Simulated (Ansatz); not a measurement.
```xyz
5

Ge   -0.0283    0.0605   -1.0322
H     1.2353   -0.2903    1.3854
H     1.7474    0.1045    1.0640
F    -1.1086    1.3228   -0.4746
H    -0.6313   -1.0914   -0.0831
```

Not at a stationary point (largest force 1.8 eV/Å).

Method: Ansatz, RKS CAM-B3LYP/def2-SVP.

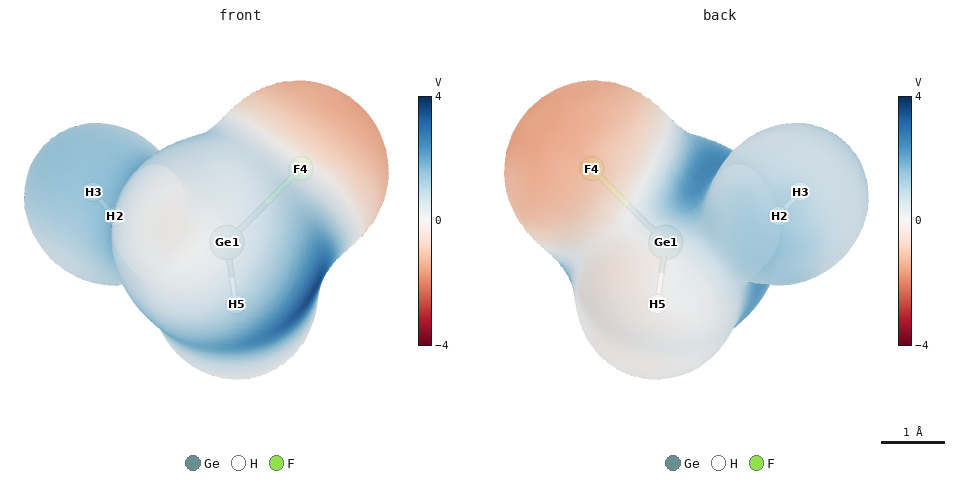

FGeH···H$_{2}$. The electrostatic potential painted on the density surface at 0.004 e/bohr³, seen from the front and from behind; red is negative and blue positive.

### Describe the electrostatic potential map.

The most negative region (about −1.5 V) lies over F4, the most positive (about +3.6 V) over Ge1.
